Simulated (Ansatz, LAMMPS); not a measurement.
# Relaxing a frame of liquid mixture of acetonitrile and H2O from 300 K (204 atoms)

How does a frame of liquid mixture of acetonitrile and H2O from 300 K (204 atoms) relax, and what do bonds, charges and levels look like afterwards?

Main program and level: Ansatz 0.2.0; Kohn-Sham DFT, r2SCAN+D3(BJ), PAW (set soft_2), plane waves.

## Step 1: The starting structure

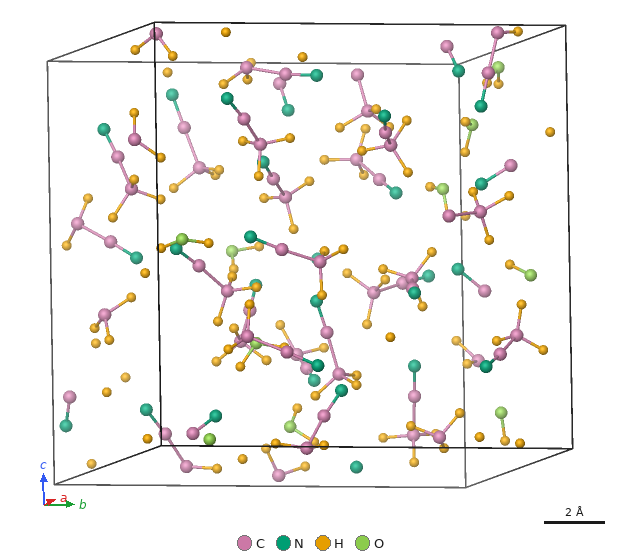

The starting structure, seen slightly off an axis (carbon pink, nitrogen teal, hydrogen orange, oxygen green). Bonds to atoms that aren't drawn are left out.

The cell holds 204 atoms: 58 C, 29 N, 107 H and 10 O. Cell: a = 14.395 Å, b = 14.395 Å, c = 14.395 Å, α = 90.0°, β = 90.0°, γ = 90.0°. 29 acetonitrile, 10 H2O placed at random, at 0.763 g/cm³; overlaps pushed apart, then 10 ps at 450 K with MMFF94 bonds, angles, torsions, charges and radii (Halgren, J. Comput. Chem. 17, 490 (1996)) in harmonic and 12-6 forms; SPC/E water (Berendsen, Grigera and Straatsma, J. Phys. Chem. 91, 6269 (1987)). Snapshot after 20 ps at 300 K and fixed volume.

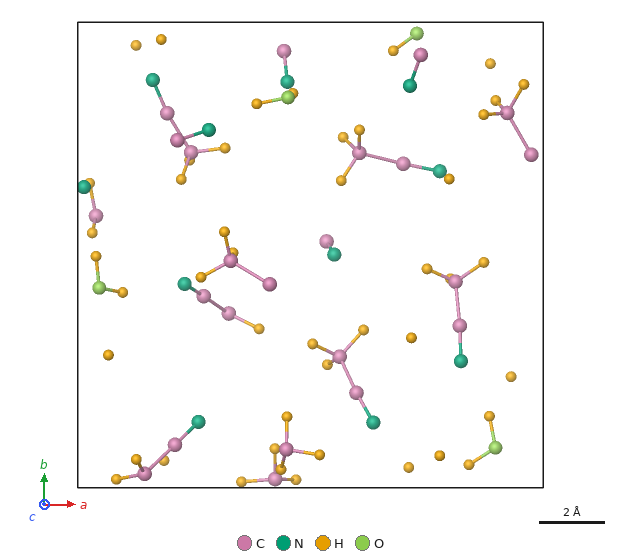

A slice 6 Å thick through the middle of the cell. Bonds to atoms that aren't drawn are left out.

Before any run, some limits are plain. The network of contacts between molecules at the start is that of the classical potential that made the cell. The density was typed from a rule of thumb and may lie off the real one at this temperature. The Brillouin zone is sampled at Γ only, in a cell whose shortest periodic width is 14 Å.

## Step 2: The classical run that made the cell

A classical potential supplies the starting structure, since it reaches far longer times than DFT.

This step: classical MD, MMFF94 bonds, angles, torsions, charges and radii (Halgren, J. Comput. Chem. 17, 490 (1996)) in harmonic and 12-6 forms; SPC/E water (Berendsen, Grigera and Straatsma, J. Phys. Chem. 91, 6269 (1987)) (LAMMPS 22 Jul 2025 - Update 4).

The input, in.lmp:

```
# liquid mixture of acetonitrile and H2O
units real
atom_style full
boundary p p p
bond_style harmonic
angle_style harmonic
dihedral_style opls
improper_style harmonic
special_bonds lj 0 0 0.5 coul 0 0 0.75
read_data data.lmp
neigh_modify delay 0 every 1 check yes one 4000
comm_modify cutoff 12.0
timestep 0.5
thermo_style custom step time temp pe press density
thermo_modify norm yes
# push overlapping molecules apart
pair_style soft 2.6
pair_coeff * * 0.0
variable a equal ramp(1,60)
fix ad all adapt 1 pair soft a * * v_a
velocity all create 450 627906 mom yes dist gaussian
fix lim all nve/limit 0.03
fix lan all langevin 450 450 50 627907 zero yes
thermo 1000
run 3000 post no
unfix ad
pair_style lj/cut/coul/long 9.0
pair_modify mix arithmetic tail yes
pair_coeff 1 1 0.0678 3.3680   # C
pair_coeff 2 2 0.0678 3.5530   # C
pair_coeff 3 3 0.0721 3.3270   # N
pair_coeff 4 4 0.0216 2.5400   # H
pair_coeff 5 5 0.1553 3.1660   # O
pair_coeff 6 6 0.0000 1.0000   # H
# [... 19 lines left out ...]
compute msd all msd com yes
thermo 5000
fix md all nvt temp 300 300 100
run 20000 post no
print "== T300: mean square displacement over the hold $(c_msd[4]:%.2f) A^2"
unfix md
uncompute msd
write_dump all custom T300.dump id type xs ys zs modify sort id
```

Launch:

```bash
> lmp -in in.lmp -log none -nocite
```

What it wrote:

```text
LAMMPS (22 Jul 2025 - Update 4)
Reading data file ...
  orthogonal box = (0 0 0) to (14.39531 14.39531 14.39531)
  204 atoms
  orthogonal box = (0 0 0) to (14.39531 14.39531 14.39531)
  165 bonds
  213 angles
   Step          Time           Temp          PotEng         Press         Density
         0   0              450            0.055585091    3628.1822      0.76299956
      1000   500            408.82184      0.84821587     619.35783      0.76299956
      2000   1000           431.70577      0.77185269     8590.7307      0.76299956
      3000   1500           416.17969      0.83214386     8229.8125      0.76299956
Loop time of 0.170197 s on 1 MPI rank(s) for 3000 steps with 204 atoms
PPPM initialization ...
  G vector (1/distance) = 0.28997409
  grid = 8 8 8
  estimated relative force accuracy = 3.2801931e-05
   Step          Time           Temp          PotEng         Press         Density
      3000   1500           416.17969      0.58532266     14662.414      0.76299956
      3100   1550           416.17969     -1.4832305      2656.7551      0.76299956
      3200   1600           416.17969     -1.6838936      1808.1494      0.76299956
      3300   1650           416.17969     -1.7487885      1387.927       0.76299956
Loop time of 0.405962 s on 1 MPI rank(s) for 300 steps with 204 atoms
Minimization stats:
  Stopping criterion = max iterations
  Energy initial, next-to-last, final =
     0.585322663872848  -1.74826232199602  -1.74878848687383
  Force two-norm initial, final = 607.30102 20.993398
  Iterations, force evaluations = 300 596
   Step          Time           Temp          PotEng         Press         Density
         0   0              450           -1.7487885      1701.5282      0.76299956
      1000   500            459.77888     -0.51599544     2908.678       0.76299956
      2000   1000           446.20765     -0.55822588     5903.8607      0.76299956
Loop time of 1.06957 s on 1 MPI rank(s) for 2000 steps with 204 atoms
   Step          Time           Temp          PotEng         Press         Density
      2000   1000           469.32722     -0.62909379     9639.317       0.76299956
[... 5 lines left out ...]
Loop time of 5.72575 s on 1 MPI rank(s) for 10000 steps with 204 atoms
   Step          Time           Temp          PotEng         Press         Density
[... 4 lines left out ...]
Loop time of 2.8401 s on 1 MPI rank(s) for 5000 steps with 204 atoms
   Step          Time           Temp          PotEng         Press         Density
[... 2 lines left out ...]
     25000   24000          265.4257      -1.1318856      1355.698       0.76299956
     30000   29000          310.46316     -1.0243647      2019.8094      0.76299956
     35000   34000          284.48405     -0.99141658     351.58673      0.76299956
     37000   36000          285.43526     -1.0450337     -5567.0334      0.76299956
Loop time of 11.2216 s on 1 MPI rank(s) for 20000 steps with 204 atoms
== T300: mean square displacement over the hold 36.29 A^2
```

Run time: 22 s. Hardware: 1 thread of Intel Xeon Platinum 8488C (Sapphire Rapids), shared host; peak memory 0.12 GiB.

The input also reads data.lmp (atoms, bonds and types; not printed here).

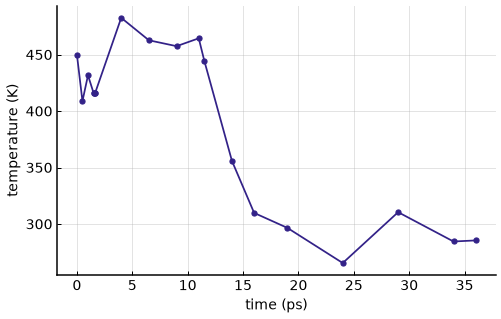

Temperature, plotted against time.

## Step 3: Single point at the start

The forces at the start show how far the geometry lies from a minimum of this functional.

The input, input.yaml:

```yaml
crystal:
  lattice:
    - [14.39531, 0.0, 0.0]
    - [0.0, 14.39531, 0.0]
    - [0.0, 0.0, 14.39531]
  atoms:
    - { symbol: C, position: [0.77804, 0.00555, 0.74371] }
    - { symbol: C, position: [0.73705, 0.92998, 0.69246] }
    - { symbol: "N", position: [0.71374, 0.86371, 0.6505] }
    - { symbol: H, position: [0.85346, 0.99642, 0.76143] }
    - { symbol: H, position: [0.77782, 0.06852, 0.70134] }
    - { symbol: H, position: [0.7448, 0.01437, 0.80998] }
    - { symbol: C, position: [0.81171, 0.44262, 0.45492] }
    - { symbol: C, position: [0.82102, 0.3478, 0.48218] }
    - { symbol: "N", position: [0.82335, 0.2717, 0.51145] }
    - { symbol: H, position: [0.75047, 0.47015, 0.48594] }
    - { symbol: H, position: [0.87264, 0.48412, 0.47927] }
    - { symbol: H, position: [0.80099, 0.44892, 0.37713] }
    - { symbol: C, position: [0.45696, 0.65753, 0.84509] }
    - { symbol: C, position: [0.41982, 0.64361, 0.9338] }
    - { symbol: "N", position: [0.39391, 0.63229, 0.00949] }
    - { symbol: H, position: [0.53734, 0.65699, 0.84225] }
    - { symbol: H, position: [0.42948, 0.596, 0.80812] }
    - { symbol: H, position: [0.42997, 0.71614, 0.81042] }
    - { symbol: C, position: [0.94425, 0.22862, 0.26493] }
    - { symbol: C, position: [0.96853, 0.31775, 0.22637] }
    - { symbol: "N", position: [0.97614, 0.39027, 0.19416] }
    - { symbol: H, position: [0.93111, 0.23847, 0.34177] }
    - { symbol: H, position: [0.88168, 0.19783, 0.23996] }
    - { symbol: H, position: [0.00294, 0.17664, 0.25424] }
    - { symbol: C, position: [0.74822, 0.07024, 0.99682] }
    - { symbol: C, position: [0.72242, 0.1501, 0.05541] }
    - { symbol: "N", position: [0.70019, 0.21213, 0.09909] }
    - { symbol: H, position: [0.78669, 0.02294, 0.03605] }
    - { symbol: H, position: [0.68692, 0.03434, 0.96394] }
    - { symbol: H, position: [0.78887, 0.09874, 0.94076] }
    - { symbol: C, position: [0.92302, 0.8053, 0.56515] }
    - { symbol: C, position: [0.97471, 0.71552, 0.55003] }
    [... 166 atom lines left out ...]
    - { symbol: O, position: [0.49824, 0.95894, 0.13074] }
    - { symbol: H, position: [0.47609, 0.97319, 0.06646] }
    - { symbol: H, position: [0.47434, 0.00714, 0.17468] }
    - { symbol: O, position: [0.04588, 0.42938, 0.55029] }
    - { symbol: H, position: [0.03888, 0.49735, 0.56281] }
    - { symbol: H, position: [0.09636, 0.41952, 0.5036] }
kpoints:
  mp_grid: { grid: [1, 1, 1] }
hamiltonian:
  xc: r2scan
  dispersion: d3bj
scf:
  occupations: { method: fixed }
output:
  forces: true
  stress: true
  populations: true
  dos:
    method: { smearing: { sigma: 0.15 } }
    de: 0.1
    projected: { site_lists: { C: [C], H: [H], "N": ["N"], O: [O] } }
  eigenvalues: true
```

Launch:

```bash
> ansatz run input.yaml --threads 4 --pin off --max-ram 8192MiB --backend cpu --events-out ev --progress --plain --runs-dir out
```

What it wrote:

```text
Warning: the engine holds no damping parameters fitted to this dispersion correction and functional, so the run takes those fitted to r2scan beside the three-body term, which d3bj leaves out (hamiltonian.dispersion, under Limitations)
Engine: ansatz 0.2.0, x86_64-unknown-linux-gnu
Pseudopotentials: kind: paw
Pseudopotential: C, paw, valence charge 4, recommended cutoff 500 eV (meta_gga), C.paw.azcp
Pseudopotential: N, paw, valence charge 5, recommended cutoff 500 eV (meta_gga), N.paw.azcp
Pseudopotential: H, paw, valence charge 1, recommended cutoff 500 eV (meta_gga), H.paw.azcp
Pseudopotential: O, paw, valence charge 6, recommended cutoff 500 eV (meta_gga), O.paw.azcp
[... 6 lines on functional and potentials left out ...]
Crystal: 204 atoms, lattice volume = 2983.067 Å³
Basis set: ecut = 500 eV, 75445 PW (Γ), exchange–correlation on 432×432×432 points (64 copies of the dense FFT grid, shifted against one another)
Bands: 476, of which v1, the nominal top of the filled ones, is band 272 counted from 1 (271 counted from 0)
Symmetry: 1 space group operations
Space group: P1 (ITA 1), of the structure as read, at distance tolerance 1.4e-4 Å
k-points: 1
[... 12 lines on functional and potentials left out ...]
Initial density: superposition of atomic densities (neutral atoms: chi_scale 0, normalization atom), corrected by the library's trained network
Initial wavefunctions: pseudopotential atomic-orbital guess
Functional: x = r2scan, c = r2scan; τ floored in thin density (d = 2e-4 eV/Å³)
SCF iter   1: F=—  HF=-33147.391903 eV  |F-HF|=—  |Δ(HF+E_count)|=         —  Δρ=6.43e-3  dr2=1.40e0  dr2_τ=1.86e1  ethr=1.77e-3  ⟨swp⟩=5.0  Hψ=1640  notcnv=0  defer=199
preconditioner: auto → Resta (q_TF=auto, 2.055 Å⁻¹)  ε∞=2.1  [insulator: Δε(μ)=4.807 eV  Ē_g=14.819 eV  n_scr=460 (ndim 8)  ℏωp=15.6 eV  f_vac=0.303  ε∞_Penn≈2.1]
SCF iter   2: F=—  HF=-33144.883486 eV  |F-HF|=—  |Δ(HF+E_count)|=    2.51e0  Δρ=4.20e-3  dr2=3.85e-1  dr2_τ=8.56e-2  ethr=2.57e-4  ⟨swp⟩=3.0  Hψ=826  notcnv=0  defer=202
SCF iter   3: F=—  HF=-33144.827309 eV  |F-HF|=—  |Δ(HF+E_count)|=   5.62e-2  Δρ=1.79e-3  dr2=8.93e-2  dr2_τ=1.01e-2  ethr=7.07e-5  ⟨swp⟩=3.0  Hψ=537  notcnv=0  defer=202
SCF iter   4: F=—  HF=-33144.833811 eV  |F-HF|=—  |Δ(HF+E_count)|=   6.50e-3  Δρ=8.18e-4  dr2=2.28e-2  dr2_τ=1.01e-3  ethr=1.64e-5  ⟨swp⟩=3.0  Hψ=514  notcnv=0  defer=202
SCF iter   5: F=—  HF=-33144.839274 eV  |F-HF|=—  |Δ(HF+E_count)|=   5.46e-3  Δρ=3.01e-4  dr2=4.20e-3  dr2_τ=4.37e-4  ethr=4.20e-6  ⟨swp⟩=3.0  Hψ=552  notcnv=0  defer=202
SCF iter   6: F=—  HF=-33144.841531 eV  |F-HF|=—  |Δ(HF+E_count)|=   2.26e-3  Δρ=1.12e-4  dr2=4.93e-4  dr2_τ=5.10e-5  ethr=7.73e-7  ⟨swp⟩=2.0  Hψ=807  notcnv=0  defer=202
SCF iter   7: F=—  HF=-33144.842445 eV  |F-HF|=—  |Δ(HF+E_count)|=   9.14e-4  Δρ=5.76e-5  dr2=1.07e-4  dr2_τ=1.32e-5  ethr=9.06e-8  ⟨swp⟩=2.0  Hψ=553  notcnv=0  defer=201
SCF iter   8: F=—  HF=-33144.842697 eV  |F-HF|=—  |Δ(HF+E_count)|=   2.52e-4  Δρ=1.76e-5  dr2=1.29e-5  dr2_τ=1.61e-6  ethr=1.97e-8  ⟨swp⟩=2.0  Hψ=553  notcnv=0  defer=201
SCF iter   9: F=—  HF=-33144.845539 eV  |F-HF|=—  |Δ(HF+E_count)|=   2.84e-3  Δρ=1.15e-5  dr2=5.16e-6  dr2_τ=6.63e-7  ethr=2.38e-9  ⟨swp⟩=2.0  Hψ=738  notcnv=0  defer=201
SCF iter  10: F=—  HF=-33144.845543 eV  |F-HF|=—  |Δ(HF+E_count)|=   4.56e-6  Δρ=3.36e-6  dr2=4.63e-7  dr2_τ=4.49e-8  ethr=9.49e-10  ⟨swp⟩=2.0  Hψ=541  notcnv=0  defer=201
SCF iter  11: F=—  HF=-33144.845546 eV  |F-HF|=—  |Δ(HF+E_count)|=   2.17e-6  Δρ=1.95e-6  dr2=1.49e-7  dr2_τ=1.47e-8  ethr=1.84e-11  ⟨swp⟩=17.0  Hψ=3712  notcnv=0
SCF iter  12: F=-33144.845546 eV  HF=-33144.845546 eV  |F-HF|=3.94e-8  |Δ(HF+E_count)|=   2.31e-7  Δρ=6.68e-7  dr2=1.88e-8  dr2_τ=2.42e-9  ethr=1.84e-11  ⟨swp⟩=5.0  Hψ=1697  notcnv=0
SCF 1 converged in 12 iterations: F = -33144.845546 eV  dr2 = 1.88e-8
  greatest PAW one-centre occupation: 0.870 electrons in one spin orbital (limit 2), on the O atom at site 198 (counted from 0), in its partial waves of l = 0
SCF converged after 12 iterations
Free energy (F): -33144.845546 eV
Harris-Foulkes:  -33144.845546 eV  (|F-HF|=3.94e-8)
Internal energy: -33144.845546 eV  (E = F + TS)
E sigma→0 (E₀):  -33144.845546 eV
Fermi energy:    -2.859388 eV
--- Per-component energies (eV) ---
  E_band       = -5292.116718
  E_kinetic    = 12044.202597
  E_local      = -38536.444515  (includes V_loc(G=0)·N_el)
  E_nonlocal   = 3592.058876
  E_hartree    = 13511.402590
  E_xc         = -6043.536979
  E_vxc        = -8550.549878  (∫ρ·V_xc dr)
  E_paw        = -11250.058309  (= ΣΔE_a)
  E_vpaw       = -1410.860955  (= ΣTr[D̂ρ^β])
  E_aug_tail   = -0.038656  (compensation charges beyond the density's cutoff)
  E_vtau       = 546.714462  (kinetic-family band-sum trace: ∫τ·v_τ [+ j·A + Jᵃ·Aᵃ] dr)
  E_ewald      = -6455.696396
  E_disp       = -4.121094  (pairwise vdW)
  E_core_change = -2.613659  (= ΣΔE_core)
  E_smearing   = -0.000000  (= −TS)
  E_closure    = -0.000000  (closes the sum)
  Σ components = -33144.845546   (vs F -33144.845546, Δ=0.00e0)
--- Forces (eV/Å), atoms counted from 1 ---
  atom   1  C      1.22243458     0.39732292    -0.11524033
  atom   2  C      0.18838238    -2.46908247    -1.29780902
  atom   3  N      0.47493432     2.19733077     1.17366398
  atom   4  H     -0.88934448    -0.49657387    -0.47522183
  atom   5  H     -0.36085608     0.06561906     0.18877400
  atom   6  H     -0.52845737     0.24970936     0.18782800
  atom   7  C      0.90347178     0.68539222    -1.44663460
  atom   8  C      0.00132625    -2.52725765     1.17000663
  atom   9  N      0.12798066     2.19149328    -1.00738298
  atom  10  H     -0.78545383     0.42320069     0.40706273
  atom  11  H     -0.58111199    -0.47944004    -0.47079054
  atom  12  H      0.44580008    -0.00616472     1.26210734
  atom  13  C      1.81532692    -1.69090062    -1.28742538
  atom  14  C     -0.16799291     0.26848362     2.76035761
[...]
atom 203  H      0.55920532    -1.44578326    -0.71951036
  atom 204  H     -0.95977581     0.81426860     1.23133737
  max |Σ_I F_I| component: 1.15e-4 eV/Å
--- Stress (GPa, compression-positive) ---
       -1.772257       0.013409       0.140316
        0.013409      -2.071071       0.507501
        0.140315       0.507501      -3.284036
  P = ⅓ Tr σ = -2.3758 GPa (-23.758 kbar)
--- Band table (eV) ---
  k-point 0: bands = ["-22.4726", "-22.1707", "-21.9173", "-21.8656", [... 460 levels ...], "8.4075", "8.4244", "8.4569", "8.5073", "8.5179", "8.5614", "8.5728", "8.6119", "8.6124", "8.6736", "8.6839", "8.7098"]
--- Löwdin populations: 204 sites ---
  site symbol       q [e]
     0      C      4.4786
     1      C      3.7492
     2      N      5.2549
[...]
203      H      0.6006
  spilling = 0.015689 (of n_electrons = 544.000000)
```

Elapsed: 1.9 min, on 4 threads of Intel Xeon Platinum 8488C (Sapphire Rapids), shared host; peak memory 7.8 GiB; 7.2 min of CPU time.

The program notes that it cut back its work space to fit the memory limit. Further notices: dispersion damping borrowed.

The run gave:

```
free energy                                      : -33144.8455 eV
free energy per atom                             : -162.4747 eV/atom
SCF cycles                                       : 12
pressure                                         : -2.376 GPa
r.m.s. force component                           : 0.9889 eV/Å
longest force                                    : 5.006 eV/Å
Fermi energy                                     : -2.859 eV
gap (highest filled to lowest empty level) : 5.07 eV
spilling of the projection                       : 0.01569
```

The r.m.s. force component of 0.99 eV/Å and the pressure of -2.4 GPa set the starting point.

Neighbours are counted within 1.34 Å (H-C), 1.21 Å (H-O), 1.85 Å (C-C), 1.62 Å (C-N).

Length of the force by element and coordination:

| element | coordination | atoms | mean length of the force (eV/Å) | spread | least | most |
| --- | --- | --- | --- | --- | --- | --- |
| C | all | 58 | 1.90 | 0.755 | 0.542 | 3.64 |
| C | 2 | 29 | 2.08 | 0.768 | 0.777 | 3.64 |
| C | 4 | 29 | 1.72 | 0.697 | 0.542 | 3.34 |
| H | all | 107 | 1.11 | 0.517 | 0.145 | 2.63 |
| N | all | 29 | 2.16 | 1.30 | 0.140 | 5.01 |
| O | all | 10 | 0.938 | 0.334 | 0.164 | 1.42 |

(Part 1 of 2 ends here.)

[Logs are printed without paths, hosts, clocks, repeated set-up lines and the standing remarks that a program may print on its own settings, such as how far it seeks lower states.]

[Hosts, paths, dates, database ids (printed as entryN), source tags and the programs' standing remarks are cut or masked in the printed files.]

[The MMFF94 radii named for the starting cell were scaled by 0.96; in molecules described by MMFF94, hydrogen bound to N, O or S took a small fixed 12-6 site in their place.]
